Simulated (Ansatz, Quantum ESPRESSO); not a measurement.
# Zr2CO2 MXene, 1 layer in a field-effect set-up, part 7 of 8

How rigid are the bands of Zr2CO2 MXene, 1 layer under field-effect doping?

Quantum ESPRESSO 7.5; plane-wave DFT, LDA, GBRV ultrasoft pseudopotentials; geometry by Ansatz 0.2.0 with PAW datasets.

So far. Step 19 (Bands along a path: charge -0.0937 e against a gate): Along this path the valence top lies at Γ and the conduction bottom at M.

### Step 21. Projections on atomic orbitals

Level of this step: projected DOS under the gate (Quantum ESPRESSO).

Projections on atomic orbitals tell which layers and orbitals hold the states near the zero of energy.

pdos.in

```
&projwfc
  prefix = 'g3'
  outdir = './out'
  filpdos = 'pdos'
  Emin = -2.478
  Emax = 3.522
  DeltaE = 0.04
  ngauss = 0
  degauss = 0.005
/
```

Command:

```sh
$ OMP_NUM_THREADS=1 mpirun -n 4 projwfc.x -in pdos.in > pdos.out
```

The program printed:

```text
[banner, memory and clock lines left out]
Program PROJWFC v.7.5 starts

          URL

     ./out/g3.save/

     IMPORTANT: XC functional enforced from input :
     Exchange-correlation= PZ
                           (   1   1   0   0   0   0   0)
     Any further DFT definition will be discarded
     Please, verify this is what you really want

     Adding charged plate to compensate the charge of the system - add_gatefield
     see PRB 89, 245406 (2014), works only for 2D systems perpendicular to z
                                i.e. 3rd lattice vector is (0,0,c)

        prefactor of the potential in [Ha a.u.]:    -0.017413
               position of the gate within cell:     0.21519
         ion-gate + gate-gate contribution to the total energy:   -14.152668
                         gate-gate contribution:     0.013850

        Adding potential to prevent charge spilling into region of the gate
        Potential is linearly increased and decreased within the first/last eopreg of block_size
        block_size =  0.14841 in units of unit cell length
        block_height =  2.00000 in Ry

     negative rho (up, down):  1.251E-01 0.000E+00

     Adding external electric field

     Computed dipole along edir(3) :
        Dipole               -0.8512 Ry au,         -2.1636 Debye
        Dipole field         -0.0062 Ry au,

        Potential amp.        0.6264 Ry
        Total length         50.4244 bohr

     Gaussian broadening (read from input): ngauss,degauss=   0    0.005000

     Calling projwave ....
     one sub-group per band group will be used

     linear algebra parallelized on   4 procs

  Problem Sizes
  natomwfc =           38
  nx       =           19
  nbnd     =           26
  nkstot   =           19
  npwx     =         1850
  nkb      =           70

     Atomic states used for projection
     (read from pseudopotential files):

     state #   1: atom   1 (O  ), wfc  1 (l=0 m= 1)
     state #   2: atom   1 (O  ), wfc  2 (l=1 m= 1)
     state #   3: atom   1 (O  ), wfc  2 (l=1 m= 2)
     state #   4: atom   1 (O  ), wfc  2 (l=1 m= 3)
     state #   5: atom   2 (Zr ), wfc  1 (l=0 m= 1)
     state #   6: atom   2 (Zr ), wfc  2 (l=1 m= 1)
     state #   7: atom   2 (Zr ), wfc  2 (l=1 m= 2)
     state #   8: atom   2 (Zr ), wfc  2 (l=1 m= 3)
     state #   9: atom   2 (Zr ), wfc  3 (l=2 m= 1)
     state #  10: atom   2 (Zr ), wfc  3 (l=2 m= 2)
     state #  11: atom   2 (Zr ), wfc  3 (l=2 m= 3)
     state #  12: atom   2 (Zr ), wfc  3 (l=2 m= 4)
     state #  13: atom   2 (Zr ), wfc  3 (l=2 m= 5)
     state #  14: atom   2 (Zr ), wfc  4 (l=0 m= 1)
     state #  15: atom   2 (Zr ), wfc  5 (l=1 m= 1)
     state #  16: atom   2 (Zr ), wfc  5 (l=1 m= 2)
     state #  17: atom   2 (Zr ), wfc  5 (l=1 m= 3)
     state #  18: atom   3 (C  ), wfc  1 (l=0 m= 1)
     state #  19: atom   3 (C  ), wfc  2 (l=1 m= 1)
     state #  20: atom   3 (C  ), wfc  2 (l=1 m= 2)
     state #  21: atom   3 (C  ), wfc  2 (l=1 m= 3)
     state #  22: atom   4 (Zr ), wfc  1 (l=0 m= 1)
     state #  23: atom   4 (Zr ), wfc  2 (l=1 m= 1)
     state #  24: atom   4 (Zr ), wfc  2 (l=1 m= 2)
     state #  25: atom   4 (Zr ), wfc  2 (l=1 m= 3)
     state #  26: atom   4 (Zr ), wfc  3 (l=2 m= 1)
     state #  27: atom   4 (Zr ), wfc  3 (l=2 m= 2)
     state #  28: atom   4 (Zr ), wfc  3 (l=2 m= 3)
     state #  29: atom   4 (Zr ), wfc  3 (l=2 m= 4)
     state #  30: atom   4 (Zr ), wfc  3 (l=2 m= 5)
     state #  31: atom   4 (Zr ), wfc  4 (l=0 m= 1)
     state #  32: atom   4 (Zr ), wfc  5 (l=1 m= 1)
     state #  33: atom   4 (Zr ), wfc  5 (l=1 m= 2)
     state #  34: atom   4 (Zr ), wfc  5 (l=1 m= 3)
     state #  35: atom   5 (O  ), wfc  1 (l=0 m= 1)
     state #  36: atom   5 (O  ), wfc  2 (l=1 m= 1)
     state #  37: atom   5 (O  ), wfc  2 (l=1 m= 2)
     state #  38: atom   5 (O  ), wfc  2 (l=1 m= 3)

[... projections of each state ...]
Lowdin Charges:

     Atom #   1: total charge =   6.4367, s =  1.6134,
     Atom #   1: total charge =   6.4367, p =  4.8233, pz=  1.6249, px=  1.5992, py=  1.5992,
     Atom #   1: total charge =   6.4367, d =  0.0000, dz2=  0.0000, dxz=  0.0000, dyz=  0.0000, dx2-y2=  0.0000, dxy=  0.0000,
     Atom #   2: total charge =  11.4196, s =  2.1909,
     Atom #   2: total charge =  11.4196, p =  6.7491, pz=  2.2257, px=  2.2617, py=  2.2617,
     Atom #   2: total charge =  11.4196, d =  2.4795, dz2=  0.4102, dxz=  0.5420, dyz=  0.5420, dx2-y2=  0.4927, dxy=  0.4927,
     Atom #   3: total charge =   4.3904, s =  1.1000,
     Atom #   3: total charge =   4.3904, p =  3.2904, pz=  1.1538, px=  1.0683, py=  1.0683,
     Atom #   3: total charge =   4.3904, d =  0.0000, dz2=  0.0000, dxz=  0.0000, dyz=  0.0000, dx2-y2=  0.0000, dxy=  0.0000,
     Atom #   4: total charge =  11.3641, s =  2.1854,
     Atom #   4: total charge =  11.3641, p =  6.7278, pz=  2.2112, px=  2.2583, py=  2.2583,
     Atom #   4: total charge =  11.3641, d =  2.4509, dz2=  0.3998, dxz=  0.5354, dyz=  0.5354, dx2-y2=  0.4902, dxy=  0.4902,
     Atom #   5: total charge =   6.4020, s =  1.6165,
     Atom #   5: total charge =   6.4020, p =  4.7856, pz=  1.6072, px=  1.5892, py=  1.5892,
     Atom #   5: total charge =   6.4020, d =  0.0000, dz2=  0.0000, dxz=  0.0000, dyz=  0.0000, dx2-y2=  0.0000, dxy=  0.0000,
     Spilling Parameter:   0.0020
```

It took 1.2 s on 4 MPI ranks of Arm Neoverse V2, shared host; peak memory 0.11 GiB; 4.5 s of CPU time.

Read from the output:

```
spilling of the projection : 0.002
```

The density of states has structure finer than the step of the table below, so its rows give means over 0.2 eV, whole bins alone (the curve runs from -3.00 to 2.36 eV). Peaks (eV: height): -2.76: 3.81, -2.28: 5.92, -2.08: 4.6, -1.60: 1.32, 0.28: 2.58, 0.68: 4.04, 2.08: 7.34.

Gaussian width 0.005 Ry; cut where the computed bands begin to run out. Table of density of states by energy, zero at the Fermi level; means over each step:

```csv
energy (eV),density of states (states/eV a cell)
-2.8,3.08
-2.6,1.62
-2.4,4.22
-2.2,4.31
-2.0,3.65
-1.8,1.45
-1.6,0.902
-1.4,0.325
-1.2,0.386
-1.0,0.118
-0.8,0.0435
-0.6,0
-0.4,0
-0.2,0.0813
0.0,0.717
0.2,1.83
0.4,1.67
0.6,2.58
0.8,1.87
1.0,1.24
1.2,0.859
1.4,0.534
1.6,1.09
1.8,2.04
2.0,4.41
2.2,6.28
```

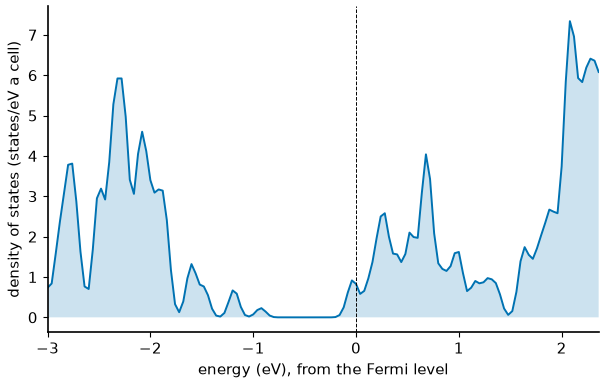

Density of states, plotted against energy.

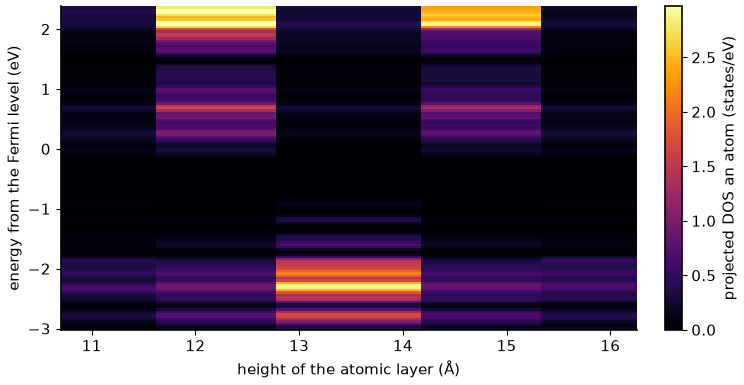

Projected DOS an atom over height of the atomic layer and energy from the Fermi level. Columns are the atomic layers from the bottom up.

The atomic orbitals miss 0.2 % of the occupied states; for empty states the projections can miss much more.

On so few k points the sharp peaks and dips of the DOS are largely sampling.

[end of part 7 of 8]

[Logs are printed without paths, hosts, clocks, repeated set-up lines and the standing remarks that a program may print on its own settings, such as how far it seeks lower states.]

[Hosts, paths, dates, database ids (printed as entryN), source tags and the programs' standing remarks are cut or masked in the printed files.]

[Maps of the electrostatic potential energy from Ansatz leave out the sawtooth potential of an applied field or a dipole correction, so their vacuum need not be flat; planar profiles and work functions include it.]
